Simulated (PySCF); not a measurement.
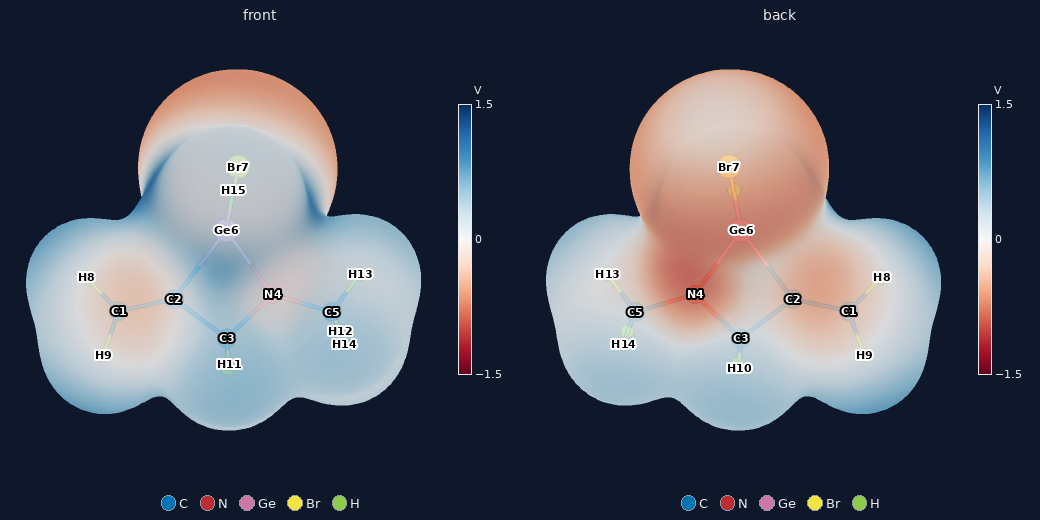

Figure 1: C4H8BrGeN. The molecular electrostatic potential painted on the density surface at 0.001 e/bohr³, seen from the front and from behind; red is negative and blue positive.

Geometry: GFN2-xTB.

Method: PBE0/def2-SVPD, SCF density, gas phase in PySCF.

The calculation's input:

```
{"job": {"kind": "uv", "xc": "PBE0", "basis": "def2-SVPD", "nstates": 8, "ntriplets": 3}, "charge": 0, "multiplicity": 1}
C      2.573557    -0.215939    -0.710381
C      1.314131     0.011617    -0.406703
C      0.176806    -0.937191    -0.138333
N     -0.822130     0.017866     0.336966
C     -2.172571    -0.425727     0.541651
Ge     0.107125     1.544948    -0.054724
Br     0.327593     2.864864     1.814827
H      3.275896     0.586591    -0.865103
H      2.956610    -1.220567    -0.816620
H      0.410409    -1.689973     0.622914
H     -0.138477    -1.459651    -1.051990
H     -2.629548    -0.800629    -0.383967
H     -2.766949     0.408646     0.911321
H     -2.197308    -1.227356     1.286903
H     -0.419558     2.550489    -1.108674
```

Launched as:

```sh
OMP_NUM_THREADS=1 python probes_run.py task.json out
```

Which sites attract a positive test charge, and which a negative one?

Answer. A positive charge is drawn to the negative regions and a negative charge to the positive ones. The most negative region (about −0.8 V) lies over N4 and Br7, the most positive (about +1.1 V) over Ge6.

How polar is the molecule by this calculation?

Answer. Its dipole moment is 2.52 D.
